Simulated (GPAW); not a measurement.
## Run report: BSiH₃O, property calculation

- system: BSiH₃O, SMILES B1O[SiH2]1
- method: TPSS/plane waves, dispersion D4, scalar-relativistic datasets (GPAW 26.7.0)

The geometry comes from this level: GFN2-xTB.

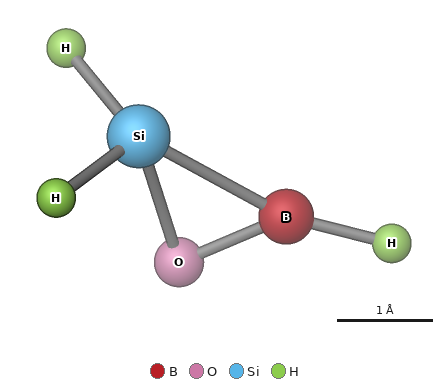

Fig. 1: The structure as given in the input (ball-and-stick view, seen at a tilt). Bond lengths as drawn: B–H 1.16 Å, B–O 1.32 Å, B–Si 1.88 Å, H–Si 1.46 Å and O–Si 1.80 Å.

Results in brief

| quantity | value |
| --- | --- |
| outcome | converged |
| energy relative to the program's reference atoms | −37.0077 eV |
| dispersion energy | −0.004399 hartree |
| HOMO | −6.27 eV |
| LUMO | −1.92 eV |
| dipole moment | 1.25 D |
| hardware | 1 thread of Arm Neoverse N1, 24 GiB of memory available, shared host |
| wall time | 3 min |
| peak memory | 0.67 GiB |

The input (sp.py)
```python
import numpy as np
from ase import Atoms
from ase.calculators.mixing import SumCalculator
from ase.io import write
from ase.units import Bohr, Debye
from dftd4.ase import DFTD4
from gpaw import GPAW, PW

positions_bohr = np.array(
              [[ -1.759883,  -0.977423,  -0.721119],
               [  0.352207,  -2.048784,   0.061284],
               [  0.748993,   1.309637,   0.348201],
               [ -3.636476,  -1.792443,  -1.501009],
               [  2.966587,   1.839516,  -1.204077],
               [  1.328553,   1.669497,   3.016721]])
atoms = Atoms('BOSiHHH', positions=positions_bohr * Bohr)
atoms.set_cell([12.0, 12.0, 12.0])
atoms.center()
atoms.pbc = True

dft = GPAW(mode={'name': 'pw', 'ecut': 520},
           xc='TPSS',
           eigensolver='davidson',
           mixer={'name': 'pulay', 'beta': 0.1, 'nmaxold': 5, 'weight': 1.0},
           convergence={'eigenstates': 1e-06},
           maxiter=60,
           txt='-')
atoms.calc = SumCalculator([DFTD4(method='TPSS'), dft])

energy = atoms.get_potential_energy()
print(f'Energy = {energy:.5f} eV')
dipole = dft.get_dipole_moment(atoms) / Debye
print(f'Dipole = {np.linalg.norm(dipole):.3f} D')
homo, lumo = dft.get_homo_lumo()
print(f'HOMO                    {homo:.3f} eV')
print(f'LUMO                    {lumo:.3f} eV')
print(f'Gap: {lumo - homo:.3f} eV')
write('density.cube', atoms, data=dft.get_all_electron_density(gridrefinement=2) * Bohr**3)
```

Command:
```bash
python sp.py
```

Output
```
__  _  _
 | _ |_)|_||  |
 |__||  | ||/\| - 26.7.0

units:  Angstrom and eV
cores:  1
OpenMP: False

Versions:
  Python: 3.12.14
  ASE:    3.29.0
  Numpy:  2.5.5
  Scipy:  1.18.1
  Libxc:  7.0.0

        _gpaw.cpython-312-aarch64-linux-gnu.so

Input parameters:
  mode=PW(ecut=520),
  convergence={'eigenstates': 1e-06},
  eigensolver=Davidson(niter=2),
  maxiter=60,
  mixer=Pulay(name='pulay', nmaxold=5, beta=0.1, weight=1.0, sigma=0.015, g_ss=None),
  xc=XC(name='TPSS')

Diagonalizing LCAO Hamiltonian
Converting LCAO to pw mode
        .----------------------------.
       /|                            |
      / |                            |
     /  |                            |
    /   |                            |
   /    |                            |
  /     |                            |
 *      |                            |
 |      |                            |
 |      |             H              |
 |      |                            |
 |      |            Si              |
 |      |        B O    H            |
 |      |     H                      |
 |      |                            |
 |      .----------------------------.
 |     /                            /
 |    /                            /
 |   /                            /
 |  /                            /
 | /                            /
 |/                            /
 *----------------------------*

Atoms  # Å, Bohr magnetons
|   | symbol |        x |        y |        z |    initial magnetic moments |
|---|--------|----------|----------|----------|-----------------------------|
| 0 |      B | 5.245955 | 5.538140 | 5.217360 | ( 0.0000,  0.0000,  0.0000) |
| 1 |      O | 6.363625 | 4.971200 | 5.631390 | ( 0.0000,  0.0000,  0.0000) |
| 2 |     Si | 6.573595 | 6.748400 | 5.783220 | ( 0.0000,  0.0000,  0.0000) |
| 3 |      H | 4.252905 | 5.106850 | 4.804660 | ( 0.0000,  0.0000,  0.0000) |
| 4 |      H | 7.747095 | 7.028800 | 4.961790 | ( 0.0000,  0.0000,  0.0000) |
| 5 |      H | 6.880285 | 6.938830 | 7.195340 | ( 0.0000,  0.0000,  0.0000) |

Unit cell  # Å
| periodic |         x |         y |         z |   lengths |    angles |
|----------|-----------|-----------|-----------|-----------|-----------|
|      yes | 12.000000 |  0.000000 |  0.000000 | 12.000000 | 90.000000 |
|      yes |  0.000000 | 12.000000 |  0.000000 | 12.000000 | 90.000000 |
|      yes |  0.000000 |  0.000000 | 12.000000 | 12.000000 | 90.000000 |

Number of symmetries: 1
Symmetry operations  # r_c * U_cc + t_c -> r_c
|   | kind |            matrix            |
|---|------|------------------------------|
| 0 |  E   |  1, 0, 0,  0, 1, 0,  0, 0, 1 |

BZ-sampling:
  Number of BZ points: 1
  Number of IBZ points: 1

  Monkhorst-Pack size: [1, 1, 1]
  Monkhorst-Pack shift: [0, 0, 0]

K-points  # in reciprocal-cell coordinates
|   |                                coordinates |     weight |
|---|--------------------------------------------|------------|
| 0 | (  0.00000000,   0.00000000,   0.00000000) | 1.00000000 |

Plane wave coefficients: 23293
Cutoff: 520.0 eV

Spin-components: 1 (collinear spins)
Bands:           14
Projectors:      24
Spin-degeneracy: 2
Datatype:        float64

  Storage: CPU
  Wave functions: 5_217_632 bytes (5_217_632 per core)
  Projectors: 12_298_704 bytes (12_298_704 per core)

Parallelization:
  kpt:    1
  domain: 1
  band:   1

Density:
  Valence electrons: 16.0
  Components: 1
  Grid points: [64 64 64]
  Charge: 0.0  # |e|

Potential:
  Grid points: [64 64 64]

species:
  B:
    name:    Boron
    Z:       5.0
    valence: 3
    core:    2
    charge:  0.0  # [|e|]
    file:    B.PBE.gz
    compensation charges:
      type: gauss
      rc: 0.20  # [Å]
      lmax: 2
    cutoffs:
      filter: 1.14  # [Å]
      core: 1.38  # [Å]
    projectors
    | kind |    occ | energy [eV] | rcut [Å] |
    |------|--------|-------------|----------|
    |   2s |  2.000 |      -9.443 |    0.635 |
    |   2p |  1.000 |      -3.606 |    0.635 |
    |    s |        |      17.768 |    0.635 |
    |    p |        |      23.605 |    0.635 |
    |    d |        |       0.000 |    0.635 |

    Using partial waves for B as LCAO basis

  O:
    name:    Oxygen
    Z:       8.0
    valence: 6
    core:    2
    charge:  0.0  # [|e|]
    file:    O.PBE.gz
    compensation charges:
      type: gauss
      rc: 0.21  # [Å]
      lmax: 2
    cutoffs:
      filter: 1.17  # [Å]
      core: 0.83  # [Å]
    projectors
    | kind |    occ | energy [eV] | rcut [Å] |
    |------|--------|-------------|----------|
    |   2s |  2.000 |     -23.961 |    0.688 |
    |   2p |  4.000 |      -9.029 |    0.598 |
    |    s |        |       3.251 |    0.688 |
    |    p |        |      18.182 |    0.598 |
    |    d |        |       0.000 |    0.619 |

    Using partial waves for O as LCAO basis

  Si:
    name:    Silicon
    Z:       14.0
    valence: 4
    core:    10
    charge:  0.0  # [|e|]
    file:    Si.PBE.gz
    compensation charges:
      type: gauss
      rc: 0.33  # [Å]
      lmax: 2
    cutoffs:
      filter: 1.86  # [Å]
      core: 2.06  # [Å]
    projectors
    | kind |    occ | energy [eV] | rcut [Å] |
    |------|--------|-------------|----------|
    |   3s |  2.000 |     -10.812 |    1.058 |
    |   3p |  2.000 |      -4.081 |    1.058 |
    |    s |        |      16.399 |    1.058 |
    |    p |        |      23.130 |    1.058 |
    |    d |        |       0.000 |    1.058 |

    Using partial waves for Si as LCAO basis

  H:
    name:    Hydrogen
    Z:       1.0
    valence: 1
    core:    0
    charge:  0.0  # [|e|]
    file:    H.PBE.gz
    compensation charges:
      type: gauss
      rc: 0.15  # [Å]
      lmax: 2
    cutoffs:
      filter: 0.85  # [Å]
      core: 0.53  # [Å]
    projectors
    | kind |    occ | energy [eV] | rcut [Å] |
    |------|--------|-------------|----------|
    |   1s |  1.000 |      -6.494 |    0.476 |
    |    s |        |      20.717 |    0.476 |
    |    p |        |       0.000 |    0.476 |

    Using partial waves for H as LCAO basis

Reference energy: -10634.156605  # eV

eigensolver:
  Davidson
  Converge bands: occupied
  niter=2

density mixing:
  Pulay-Mixer
  Linear mixing parameters: 0.1
  Old densities: 5
  No metric

occupation numbers:
  Fermi-Dirac:
    width: 0.1000  # eV

poisson solver:
  ecut: 4160.0  # eV

xc functional:
  name: TPSS with 2 nearest neighbor stencil

Initialization done in: 5.618 s

convergence criteria:
- Maximum integral of absolute [eigenst]ate change: 1e-06 eV^2 / valence electron
- Maximum [total energy] change in last 3 cyles: 0.0005 eV / valence electron
- Maximum integral of absolute [dens]ity change: 0.0001 electrons / valence electron
maximum number of iterations: 60

SCF iterations
|iter     |     time |      energy | eigst |  dens |
|---------|----------|-------------|-------|-------|
|iter:   1| 00:00:07 |   35.952420 | +1.15 |       |
|iter:   2| 00:00:13 |  -18.064029 | +1.62 | -0.37 |
|iter:   3| 00:00:19 |  -46.248775 | +1.40 | -0.64 |
|iter:   4| 00:00:26 |  -41.273584 | -0.03 | -0.53 |
|iter:   5| 00:00:32 |  -39.090731 | -1.25 | -0.57 |
|iter:   6| 00:00:38 |  -49.410316 | +0.27 | -0.65 |
|iter:   7| 00:00:44 |  -46.093741 | -1.27 | -0.50 |
|iter:   8| 00:00:50 |  -38.920345 | +0.77 | -0.52 |
|iter:   9| 00:00:56 |  -38.473882 | -1.31 | -0.74 |
|iter:  10| 00:01:03 |  -36.864985 | -0.77 | -0.95 |
|iter:  11| 00:01:09 |  -37.303310 | -1.43 | -1.36 |
|iter:  12| 00:01:15 |  -36.881179 | -1.48 | -1.16 |
|iter:  13| 00:01:21 |  -36.888960 | -2.31 | -1.56 |
|iter:  14| 00:01:28 |  -36.888862c| -3.67 | -1.85 |
|iter:  15| 00:01:34 |  -36.887802c| -3.90 | -1.86 |
|iter:  16| 00:01:40 |  -36.888224c| -3.74 | -2.04 |
|iter:  17| 00:01:46 |  -36.888093c| -4.65 | -2.57 |
|iter:  18| 00:01:52 |  -36.888071c| -5.44 | -2.66 |
|iter:  19| 00:01:58 |  -36.888028c| -5.00 | -2.78 |
|iter:  20| 00:02:04 |  -36.888016c| -5.98 | -2.98 |
|iter:  21| 00:02:11 |  -36.888004c| -5.55 | -3.04 |
|iter:  22| 00:02:17 |  -36.888010c| -6.48c| -3.26 |
|iter:  23| 00:02:23 |  -36.888012c| -6.43c| -3.31 |
|iter:  24| 00:02:29 |  -36.888009c| -7.02c| -3.75 |
|iter:  25| 00:02:35 |  -36.888011c| -7.26c| -3.79 |
|iter:  26| 00:02:41 |  -36.888011c| -7.90c| -3.98 |
|iter:  27| 00:02:47 |  -36.888012c| -7.51c| -4.12c|

Converged in 27 steps
SCF loop duration: 161.774 s (5.992 s/step)
Energy contributions relative to reference atoms: (reference = -10634.156605)

Energy contributions:
  Kinetic:          34.290074
  Coulomb:         -34.288546
  Zero:              0.046506
  External:          0.000000
  Xc:              -36.936046
  Entropy:          -0.000000
  Spinorbit:         0.000000
  ----------------------------
  Free energy:     -36.888012
  Extrapolated:    -36.888012

dipole moment: (-0.064856, 0.250850, -0.014394)  # |e|*Ang

Fermi level: -3.872
Eigenvalues  # (at kpt = [0.000, 0.000, 0.000])
| band index |      eig [eV] | occ [0-2] |
|------------|---------------|-----------|
|          0 |       -26.069 |     2.000 |
|          1 |       -13.410 |     2.000 |
|          2 |       -12.130 |     2.000 |
|          3 |       -10.576 |     2.000 |
|          4 |       -10.021 |     2.000 |
|          5 |        -9.305 |     2.000 |
|          6 |        -8.109 |     2.000 |
|          7 |        -6.027 |     2.000 |
|          8 |        -1.678 |     0.000 |
|          9 |        -1.618 |     0.000 |
|         10 |        -0.192 |     0.000 |
|         11 |         0.332 |     0.000 |
|         12 |         0.691 |     0.000 |
|         13 |         0.790 |     0.000 |

Gap: 4.349 eV
Transition (v -> c):
  (s=0, k=0, n=7, [0.00, 0.00, 0.00]) -> (s=0, k=0, n=8, [0.00, 0.00, 0.00])
No difference between direct/indirect transitions
Energy = -37.00772 eV
Dipole = 1.246 D
HOMO                    -6.027 eV
LUMO                    -1.678 eV
Gap: 4.349 eV
```

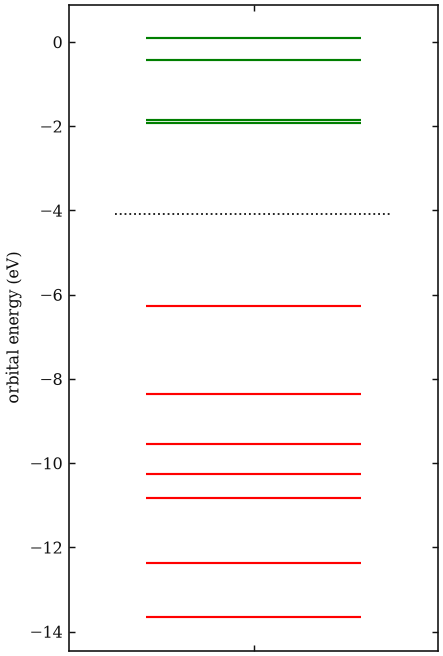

Fig. 2: Orbital energies near the frontier; the dotted line parts filled from empty levels, and levels within 0.02 eV of each other stand side by side. Highest filled −6.27 eV, lowest empty −1.92 eV, 4.35 eV apart.
